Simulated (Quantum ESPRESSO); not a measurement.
**MnB: which magnetic order is lowest**

Wanted: the moments of MnB and the energy of each order that was tried.

Program: Quantum ESPRESSO 7.5. Level of theory: LDA; plane waves with GBRV 1.5 LDA potentials, no spin-orbit coupling. Results are calculated unless marked as measured.

## 1. The starting structure

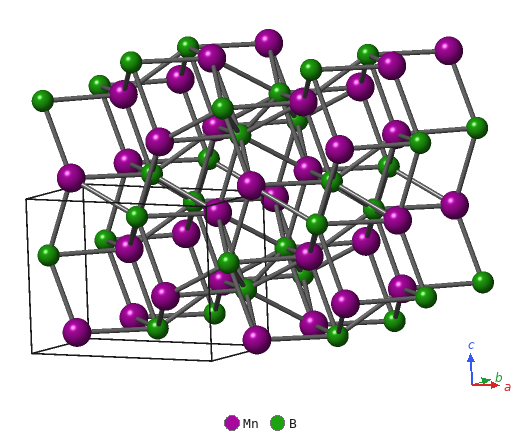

The cell as given, slightly off an axis (manganese purple, boron green). 2×2×2 cells are drawn.

The cell comes from the Crystallography Open Database.

## 2. Start 1: ferro ++++

The signs are those of the starting moments on the seeded atoms, the atoms that are given a moment.

pw.in

```
&CONTROL
  calculation = 'scf'
  prefix = 'pwscf'
  outdir = './tmp'
  pseudo_dir = './pseudo'
  disk_io = 'nowf'
/
&SYSTEM
  ibrav = 0
  celldm(1) = 8
  nat = 8
  ntyp = 2
  ecutwfc = 40
  ecutrho = 280
  nbnd = 55
  occupations = 'smearing'
  smearing = 'fd'
  degauss = 0.00734986
  nspin = 2
  starting_magnetization(1) = 0.2333
  starting_magnetization(2) = 0
/
&ELECTRONS
  conv_thr = 1.6d-08
  electron_maxstep = 150
  mixing_beta = 0.3
/
ATOMIC_SPECIES
Mn     54.9380 mn_lda_v1.5.uspp.F.UPF
B      10.8100 b_lda_v1.4.uspp.F.UPF
CELL_PARAMETERS alat
   1.3141112951810    0.0000000000000    0.0000000000000
   0.0000000000000    0.7031789017615    0.0000000000000
   0.0000000000000    0.0000000000000    0.9796441802839
ATOMIC_POSITIONS crystal
Mn      0.1758800000    0.2500000000    0.1208300000
Mn      0.3241200000    0.7500000000    0.6208300000
Mn      0.6758800000    0.2500000000    0.3791700000
Mn      0.8241200000    0.7500000000    0.8791700000
B       0.0341000000    0.2500000000    0.6128000000
B       0.4659000000    0.7500000000    0.1128000000
B       0.5341000000    0.2500000000    0.8872000000
B       0.9659000000    0.7500000000    0.3872000000
K_POINTS automatic
8 8 8 0 0 0
```

Command:

```console
OMP_NUM_THREADS=1 mpirun -n 4 pw.x -nk 4 -in pw.in > pw.out
```

Output:

```text
Program PWSCF v.7.5 starts

     Message from routine setup:
     using ibrav=0 with symmetry is DISCOURAGED, use correct ibrav instead

     K-points division:     npool     =       4
     Subspace diagonalization in iterative solution of the eigenvalue problem:

     G-vector sticks info
     --------------------
     sticks:   dense  smooth     PW     G-vecs:    dense   smooth      PW
     Sum        1299     749    239                36567    15855    2763

     Using Slab Decomposition

     bravais-lattice index     =            0
     lattice parameter (alat)  =       8.0000  a.u.
     unit-cell volume          =     463.4857 (a.u.)^3
     number of atoms/cell      =            8
     number of atomic types    =            2
     number of electrons       =        72.00
     number of Kohn-Sham states=           55
     kinetic-energy cutoff     =      40.0000  Ry
     charge density cutoff     =     280.0000  Ry
     scf convergence threshold =      1.6E-08
     mixing beta               =       0.3000
     number of iterations used =            8  plain     mixing
     Exchange-correlation=  SLA  PZ   NOGX NOGC
                           (   1   1   0   0   0   0   0)

     celldm(1)=   8.000000  celldm(2)=   0.000000  celldm(3)=   0.000000
     celldm(4)=   0.000000  celldm(5)=   0.000000  celldm(6)=   0.000000

     crystal axes: (cart. coord. in units of alat)
               a(1) = (   1.314111   0.000000   0.000000 )
               a(2) = (   0.000000   0.703179   0.000000 )
               a(3) = (   0.000000   0.000000   0.979644 )

     reciprocal axes: (cart. coord. in units 2 pi/alat)
               b(1) = (  0.760971  0.000000  0.000000 )
               b(2) = (  0.000000  1.422113  0.000000 )
               b(3) = (  0.000000  0.000000  1.020779 )

     PseudoPot. # 1 for Mn read from file:
     mn_lda_v1.5.uspp.F.UPF
     Pseudo is Ultrasoft + core correction, Zval = 15.0
     Generated by new atomic code, or converted to UPF format
     Using radial grid of  859 points,  6 beta functions with:
                l(1) =   0
                l(2) =   0
                l(3) =   1
                l(4) =   1
                l(5) =   2
                l(6) =   2
     Q(r) pseudized with  8 coefficients,  rinner =    0.950   0.950   0.950
                                                       0.950   0.950

     PseudoPot. # 2 for B  read from file:
     b_lda_v1.4.uspp.F.UPF
     Pseudo is Ultrasoft + core correction, Zval =  3.0
     Generated by new atomic code, or converted to UPF format
     Using radial grid of  781 points,  4 beta functions with:
                l(1) =   0
                l(2) =   0
                l(3) =   1
                l(4) =   1
     Q(r) pseudized with  8 coefficients,  rinner =    1.100   1.100   1.100

     atomic species   valence    mass     pseudopotential
     Mn               15.00    54.93800     Mn( 1.00)
     B                 3.00    10.81000     B ( 1.00)

     Starting magnetic structure
     atomic species   magnetization
     Mn              0.233
     B               0.000

      8 Sym. Ops., with inversion, found ( 6 have fractional translation)

   Cartesian axes

     site n.     atom                  positions (alat units)
         1        Mn     tau(   1) = (   0.2311259   0.1757947   0.1183704  )
         2        Mn     tau(   2) = (   0.4259298   0.5273842   0.6081925  )
         3        Mn     tau(   3) = (   0.8881815   0.1757947   0.3714517  )
         4        Mn     tau(   4) = (   1.0829854   0.5273842   0.8612738  )
         5        B      tau(   5) = (   0.0448112   0.1757947   0.6003260  )
         6        B      tau(   6) = (   0.6122445   0.5273842   0.1105039  )
         7        B      tau(   7) = (   0.7018668   0.1757947   0.8691403  )
         8        B      tau(   8) = (   1.2693001   0.5273842   0.3793182  )

     number of k points=   125  Fermi-Dirac smearing, width (Ry)=  0.0073

     Number of k-points >= 100: set verbosity='high' to print them.

     Dense  grid:    36567 G-vectors     FFT dimensions: (  60,  30,  48)

     Smooth grid:    15855 G-vectors     FFT dimensions: (  48,  24,  32)

     Check: negative core charge=   -0.000057
     Generating pointlists ...
     new r_m :   0.2131 (alat units)  1.7052 (a.u.) for type    1
     new r_m :   0.1752 (alat units)  1.4020 (a.u.) for type    2

     Initial potential from superposition of free atoms

     starting charge      69.9988, renormalised to      72.0000
     Starting wfcs are   68 randomized atomic wfcs

     Self-consistent Calculation

     iteration #  1     ecut=    40.00 Ry     beta= 0.30
     Davidson diagonalization with overlap
     ethr =  1.00E-02,  avg # of iterations =  2.1

     total energy              =    -867.93945547 Ry
     estimated scf accuracy    <       9.95766828 Ry

     total magnetization       =     6.81 Bohr mag/cell
     absolute magnetization    =     7.34 Bohr mag/cell

     iteration #  2     ecut=    40.00 Ry     beta= 0.30
     Davidson diagonalization with overlap
     ethr =  1.00E-02,  avg # of iterations =  2.0

     total energy              =    -870.15296574 Ry
     estimated scf accuracy    <       2.51345279 Ry

     total magnetization       =     8.22 Bohr mag/cell
     absolute magnetization    =     9.36 Bohr mag/cell

     iteration #  3     ecut=    40.00 Ry     beta= 0.30
     Davidson diagonalization with overlap
     ethr =  3.49E-03,  avg # of iterations =  1.0

     total energy              =    -870.56594360 Ry
     estimated scf accuracy    <       0.07422789 Ry

     total magnetization       =     8.18 Bohr mag/cell
     absolute magnetization    =     9.05 Bohr mag/cell

     [... further iterations left out ...]

     iteration # 10     ecut=    40.00 Ry     beta= 0.30
     Davidson diagonalization with overlap
     ethr =  8.09E-09,  avg # of iterations =  1.5

     total energy              =    -870.58932565 Ry
     estimated scf accuracy    <       0.00000080 Ry

     total magnetization       =     7.07 Bohr mag/cell
     absolute magnetization    =     7.74 Bohr mag/cell

     iteration # 11     ecut=    40.00 Ry     beta= 0.30
     Davidson diagonalization with overlap
     ethr =  1.11E-09,  avg # of iterations =  1.9

     total energy              =    -870.58932590 Ry
     estimated scf accuracy    <       0.00000006 Ry

     total magnetization       =     7.07 Bohr mag/cell
     absolute magnetization    =     7.73 Bohr mag/cell

     iteration # 12     ecut=    40.00 Ry     beta= 0.30
     Davidson diagonalization with overlap
     ethr =  8.57E-11,  avg # of iterations =  2.5

     total energy              =    -870.58932610 Ry
     estimated scf accuracy    <       0.00000002 Ry

     total magnetization       =     7.07 Bohr mag/cell
     absolute magnetization    =     7.73 Bohr mag/cell

     iteration # 13     ecut=    40.00 Ry     beta= 0.30
     Davidson diagonalization with overlap
     ethr =  2.62E-11,  avg # of iterations =  1.6

     Magnetic moment per site  (integrated on atomic sphere of radius R)
     atom   1 (R=0.213)  charge= 12.6753  magn=  1.7261
     atom   2 (R=0.213)  charge= 12.6753  magn=  1.7261
     atom   3 (R=0.213)  charge= 12.6753  magn=  1.7261
     atom   4 (R=0.213)  charge= 12.6753  magn=  1.7261
     atom   5 (R=0.175)  charge=  1.4349  magn= -0.0525
     atom   6 (R=0.175)  charge=  1.4349  magn= -0.0525
     atom   7 (R=0.175)  charge=  1.4349  magn= -0.0525
     atom   8 (R=0.175)  charge=  1.4349  magn= -0.0525

     End of self-consistent calculation

     Number of k-points >= 100: set verbosity='high' to print the bands.

     the Fermi energy is    16.6902 ev

!    total energy              =    -870.58932612 Ry
     estimated scf accuracy    <          8.3E-10 Ry
     smearing contrib. (-TS)   =      -0.01250766 Ry
     internal energy E=F+TS    =    -870.57681846 Ry

     The total energy is F=E-TS. E is the sum of the following terms:
     one-electron contribution =    -376.25350738 Ry
     hartree contribution      =     228.97281159 Ry
     xc contribution           =    -117.04236062 Ry
     ewald contribution        =    -606.25376204 Ry

     total magnetization       =     7.07 Bohr mag/cell
     absolute magnetization    =     7.73 Bohr mag/cell

     convergence has been achieved in  13 iterations

=------------------------------------------------------------------------------=
   JOB DONE.
=------------------------------------------------------------------------------=
```

The job ended after 2.5 min (4 MPI ranks of Arm Neoverse V1, shared host; peak memory 0.79 GiB).

Spin moment in the atom's sphere by atom:

| atom | spin moment in the atom's sphere (μB) |
| --- | --- |
| Mn1 | 1.73 |
| Mn2 | 1.73 |
| Mn3 | 1.73 |
| Mn4 | 1.73 |
| B5 | -0.05 |
| B6 | -0.05 |
| B7 | -0.05 |
| B8 | -0.05 |

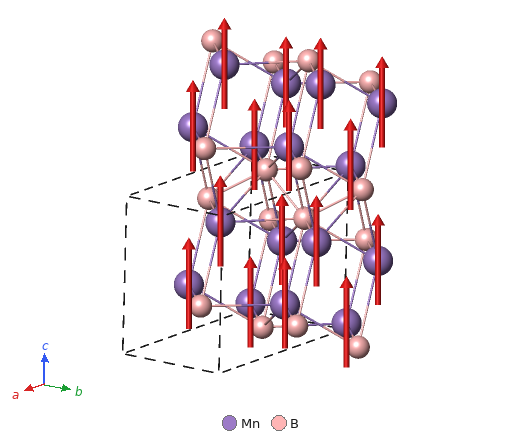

Spin moment in the atom's sphere as arrows, the longest 1.73 μB. Up and down stand for the sign. Arrows give size and sign along the axis of quantisation, drawn up and down the page. 1×2×2 cells are drawn.

This step gave:

- smearing term TS: 0.1702 eV
- magnetization: 7.066 μB
- absolute magnetization: 7.728 μB
- final state: ferromagnetic

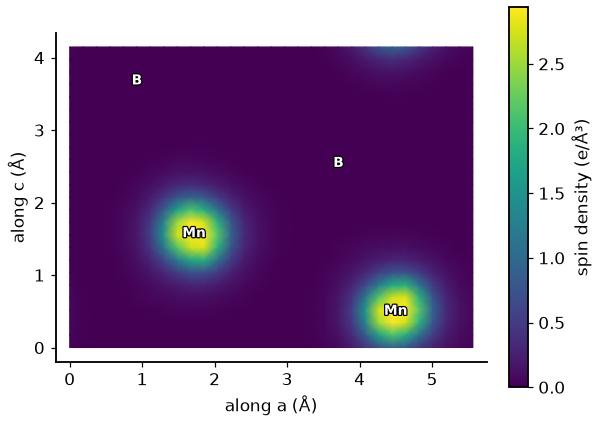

Spin density in the ac plane at fractional y = 0.250, with atoms of Mn and B within 0.2 Å of it. The map starts off the cell's origin, so that atoms lie inside it.

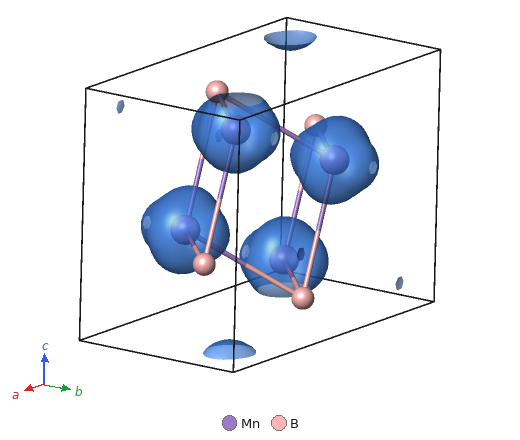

Surface of spin density = 0.32 e/Å³, which holds about 70 % of the integral of its size.

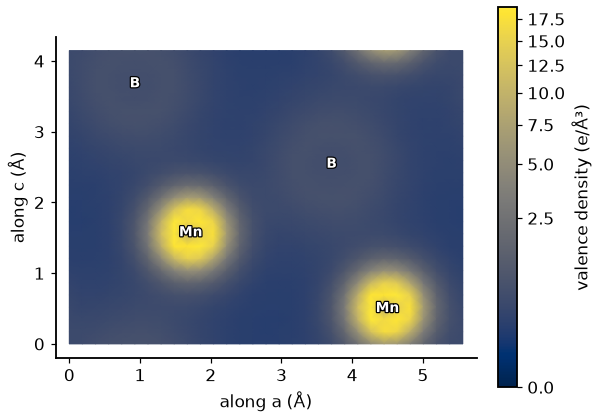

Valence density in the ac plane at fractional y = 0.250, with atoms of Mn and B within 0.2 Å of it. It is the smooth field of the valence electrons, not physical close to the nuclei. The map starts off the cell's origin, so that atoms lie inside it. The colour scale is stretched toward low values.

## 3. Run 2, typed as antiferro +−−+

pw.in: that of step 2 with these lines changed.

```diff
@@ -11,6 +11,6 @@
   nat = 8
-  ntyp = 2
+  ntyp = 3
   ecutwfc = 40
   ecutrho = 280
-  nbnd = 55
+  nbnd = 48
   occupations = 'smearing'
@@ -20,3 +20,4 @@
   starting_magnetization(1) = 0.2333
-  starting_magnetization(2) = 0
+  starting_magnetization(2) = -0.2333
+  starting_magnetization(3) = 0
 /
@@ -28,3 +29,4 @@
 ATOMIC_SPECIES
-Mn     54.9380 mn_lda_v1.5.uspp.F.UPF
+Mn1    54.9380 mn_lda_v1.5.uspp.F.UPF
+Mn2    54.9380 mn_lda_v1.5.uspp.F.UPF
 B      10.8100 b_lda_v1.4.uspp.F.UPF
@@ -35,6 +37,6 @@
 ATOMIC_POSITIONS crystal
-Mn      0.1758800000    0.2500000000    0.1208300000
-Mn      0.3241200000    0.7500000000    0.6208300000
-Mn      0.6758800000    0.2500000000    0.3791700000
-Mn      0.8241200000    0.7500000000    0.8791700000
+Mn1     0.1758800000    0.2500000000    0.1208300000
+Mn2     0.3241200000    0.7500000000    0.6208300000
+Mn2     0.6758800000    0.2500000000    0.3791700000
+Mn1     0.8241200000    0.7500000000    0.8791700000
 B       0.0341000000    0.2500000000    0.6128000000
```

Output:

```text
[banner, memory and clock lines left out]
Program PWSCF v.7.5 starts

     Message from routine setup:
     using ibrav=0 with symmetry is DISCOURAGED, use correct ibrav instead

     bravais-lattice index     =            0
     lattice parameter (alat)  =       8.0000  a.u.
     unit-cell volume          =     463.4857 (a.u.)^3
     number of atoms/cell      =            8
     number of atomic types    =            3
     number of electrons       =        72.00
     number of Kohn-Sham states=           48
     kinetic-energy cutoff     =      40.0000  Ry
     charge density cutoff     =     280.0000  Ry
     scf convergence threshold =      1.6E-08
     mixing beta               =       0.3000
     number of iterations used =            8  plain     mixing
     Exchange-correlation=  SLA  PZ   NOGX NOGC
                           (   1   1   0   0   0   0   0)

     celldm(1)=   8.000000  celldm(2)=   0.000000  celldm(3)=   0.000000
     celldm(4)=   0.000000  celldm(5)=   0.000000  celldm(6)=   0.000000

     crystal axes: (cart. coord. in units of alat)
               a(1) = (   1.314111   0.000000   0.000000 )
               a(2) = (   0.000000   0.703179   0.000000 )
               a(3) = (   0.000000   0.000000   0.979644 )

     reciprocal axes: (cart. coord. in units 2 pi/alat)
               b(1) = (  0.760971  0.000000  0.000000 )
               b(2) = (  0.000000  1.422113  0.000000 )
               b(3) = (  0.000000  0.000000  1.020779 )

     PseudoPot. # 1 for Mn read from file:
     mn_lda_v1.5.uspp.F.UPF
     Pseudo is Ultrasoft + core correction, Zval = 15.0

     PseudoPot. # 2 for Mn read from file:
     mn_lda_v1.5.uspp.F.UPF
     Pseudo is Ultrasoft + core correction, Zval = 15.0

     PseudoPot. # 3 for B  read from file:
     b_lda_v1.4.uspp.F.UPF
     Pseudo is Ultrasoft + core correction, Zval =  3.0

     atomic species   valence    mass     pseudopotential
     Mn1              15.00    54.93800     Mn( 1.00)
     Mn2              15.00    54.93800     Mn( 1.00)
     B                 3.00    10.81000     B ( 1.00)

     Starting magnetic structure
     atomic species   magnetization
     Mn1             0.233
     Mn2            -0.233
     B               0.000

      4 Sym. Ops., with inversion, found ( 2 have fractional translation)

   Cartesian axes

     site n.     atom                  positions (alat units)
         1        Mn1    tau(   1) = (   0.2311259   0.1757947   0.1183704  )
         2        Mn2    tau(   2) = (   0.4259298   0.5273842   0.6081925  )
         3        Mn2    tau(   3) = (   0.8881815   0.1757947   0.3714517  )
         4        Mn1    tau(   4) = (   1.0829854   0.5273842   0.8612738  )
         5        B      tau(   5) = (   0.0448112   0.1757947   0.6003260  )
         6        B      tau(   6) = (   0.6122445   0.5273842   0.1105039  )
         7        B      tau(   7) = (   0.7018668   0.1757947   0.8691403  )
         8        B      tau(   8) = (   1.2693001   0.5273842   0.3793182  )

     number of k points=   170  Fermi-Dirac smearing, width (Ry)=  0.0073

     Number of k-points >= 100: set verbosity='high' to print them.

     Dense  grid:    36567 G-vectors     FFT dimensions: (  60,  30,  45)

     Smooth grid:    15855 G-vectors     FFT dimensions: (  45,  24,  32)

     Check: negative core charge=   -0.000057
     Generating pointlists ...
     new r_m :   0.2131 (alat units)  1.7052 (a.u.) for type    1
     new r_m :   0.2131 (alat units)  1.7052 (a.u.) for type    2
     new r_m :   0.1752 (alat units)  1.4020 (a.u.) for type    3

     Initial potential from superposition of free atoms

     starting charge      69.9988, renormalised to      72.0000
     Starting wfcs are   68 randomized atomic wfcs

     Self-consistent Calculation

     iteration #  1     ecut=    40.00 Ry     beta= 0.30
     Davidson diagonalization with overlap
     ethr =  1.00E-02,  avg # of iterations =  2.0

     total energy              =    -867.88515003 Ry
     estimated scf accuracy    <      10.05166827 Ry

     total magnetization       =    -0.00 Bohr mag/cell
     absolute magnetization    =     7.28 Bohr mag/cell

     iteration #  2     ecut=    40.00 Ry     beta= 0.30
     Davidson diagonalization with overlap
     ethr =  1.00E-02,  avg # of iterations =  3.3

     total energy              =    -870.10979382 Ry
     estimated scf accuracy    <       2.24956715 Ry

     total magnetization       =    -0.00 Bohr mag/cell
     absolute magnetization    =     8.88 Bohr mag/cell

     [... further iterations left out ...]

     iteration # 18     ecut=    40.00 Ry     beta= 0.30
     Davidson diagonalization with overlap
     ethr =  8.09E-11,  avg # of iterations =  3.7

     total energy              =    -870.55146523 Ry
     estimated scf accuracy    <       0.00000002 Ry

     total magnetization       =    -0.00 Bohr mag/cell
     absolute magnetization    =     4.05 Bohr mag/cell

     iteration # 19     ecut=    40.00 Ry     beta= 0.30
     Davidson diagonalization with overlap
     ethr =  2.23E-11,  avg # of iterations =  2.0

     Magnetic moment per site  (integrated on atomic sphere of radius R)
     atom   1 (R=0.213)  charge= 12.6690  magn=  0.9106
     atom   2 (R=0.213)  charge= 12.6694  magn= -0.9116
     atom   3 (R=0.213)  charge= 12.6694  magn= -0.9116
     atom   4 (R=0.213)  charge= 12.6690  magn=  0.9106
     atom   5 (R=0.175)  charge=  1.4308  magn= -0.0043
     atom   6 (R=0.175)  charge=  1.4324  magn=  0.0044
     atom   7 (R=0.175)  charge=  1.4324  magn=  0.0044
     atom   8 (R=0.175)  charge=  1.4308  magn= -0.0043

     End of self-consistent calculation

     Number of k-points >= 100: set verbosity='high' to print the bands.

     the Fermi energy is    16.7232 ev

!    total energy              =    -870.55146524 Ry
     estimated scf accuracy    <          3.6E-09 Ry
     smearing contrib. (-TS)   =      -0.02472785 Ry
     internal energy E=F+TS    =    -870.52673739 Ry

     The total energy is F=E-TS. E is the sum of the following terms:
     one-electron contribution =    -376.00889489 Ry
     hartree contribution      =     228.53143434 Ry
     xc contribution           =    -116.79551480 Ry
     ewald contribution        =    -606.25376204 Ry

     total magnetization       =    -0.00 Bohr mag/cell
     absolute magnetization    =     4.04 Bohr mag/cell

     convergence has been achieved in  19 iterations
```

Elapsed: 4.2 min, on 4 MPI ranks; peak memory 0.89 GiB.

Spin moment in the atom's sphere by atom:

| atom | spin moment in the atom's sphere (μB) |
| --- | --- |
| Mn1 | 0.911 |
| Mn2 | -0.912 |
| Mn3 | -0.912 |
| Mn4 | 0.911 |
| B5 | -0.004 |
| B6 | 0.004 |
| B7 | 0.004 |
| B8 | -0.004 |

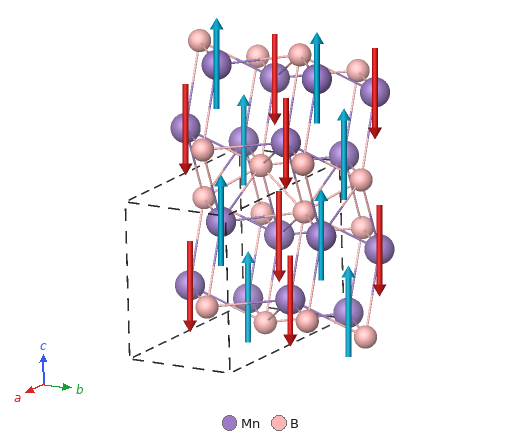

Spin moment in the atom's sphere as arrows, the longest 0.912 μB. Up and down stand for the sign. Arrows give size and sign along the axis of quantisation, drawn up and down the page. The two directions have two colours. 1×2×2 cells are drawn.

Numbers from this step:

| Quantity | Value |
| --- | --- |
| smearing term TS | 0.3364 eV |
| magnetization | 0 μB |
| absolute magnetization | 4.045 μB |
| final state | antiferromagnetic |

(Continued in part 2 of 2.)

[Logs and program files are shortened in this print: banners, set-up blocks, solver, clock and traceback lines can be left out without a mark of their own.]

[Logs are printed without paths, hosts, clocks, repeated set-up lines and the standing remarks that a program may print on its own settings, such as how far it seeks lower states.]

[Hosts, paths, dates, database ids (printed as entryN), source tags and the programs' standing remarks are cut or masked in the printed files.]

[Where a cell is said to come from a database of computed structures, the database is the Materials Project.]
